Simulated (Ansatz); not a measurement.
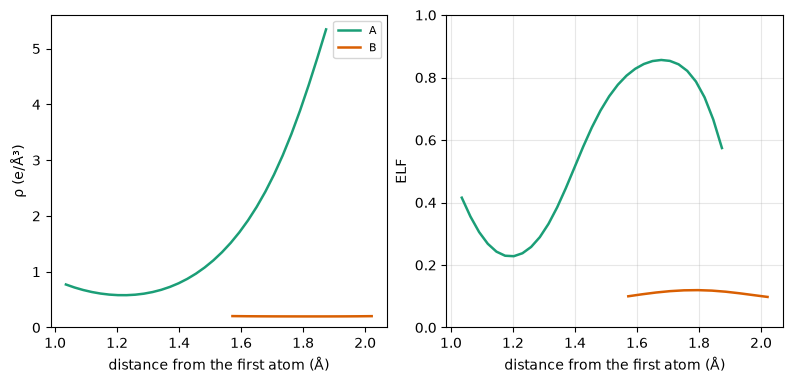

La₂O₂ (quintet). Electron density and ELF along straight lines between neighbouring atoms. The curves leave out the atomic cores.

Geometry: PBE0-D4/def2-TZVP; core potentials replace the inner electrons of La.

Computed with UKS PBE0-D4/def2-TZVP (Ansatz 0.2.0).

> Which curve belongs to which contact (La–La and La–O)? The first atom named is at distance zero.

Curve A: La–O (2.24 Å): ρ is about 0.64 e/Å³ halfway; the ELF is about 0.25 at the midpoint; a closed-shell, largely ionic contact. Curve B: La–La (3.59 Å): the density is about 0.2 e/Å³ at the midpoint; the ELF is about 0.10 at the midpoint.
